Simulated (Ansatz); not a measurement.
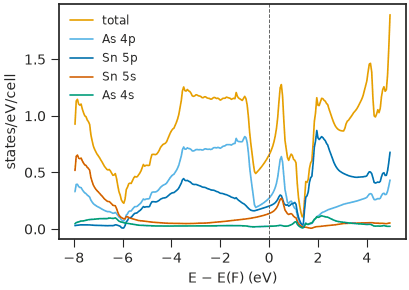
Figure. Total and projected density of states of SnAs (rock salt, Fm-3m), plane-wave PAW r²SCAN (Ansatz code)

Q: Which orbitals carry the states next to the Fermi level?

A: Within 0.5 eV of the Fermi level: As 4p 44 %, Sn 5p 29 %, Sn 5s 21 %. Projections are on Löwdin-orthogonalised atomic valence shells; empty p or d shells of many metals are not among them.

Q: Where is the tallest occupied peak in this window, and what makes it?

A: Near -3.5 eV, about 1.3 states/eV per cell; the largest projected share is As 4p.

The workflow started from an entry of the Crystallography Open Database (COD). Whether it is the stable phase at ambient conditions was not checked. The cell was relaxed with r²SCAN under the symmetry of its start; its stability against distortions is not shown here. Spin–orbit coupling is left out wherever it is not named.

Potentials: the later of the program's two PAW sets.
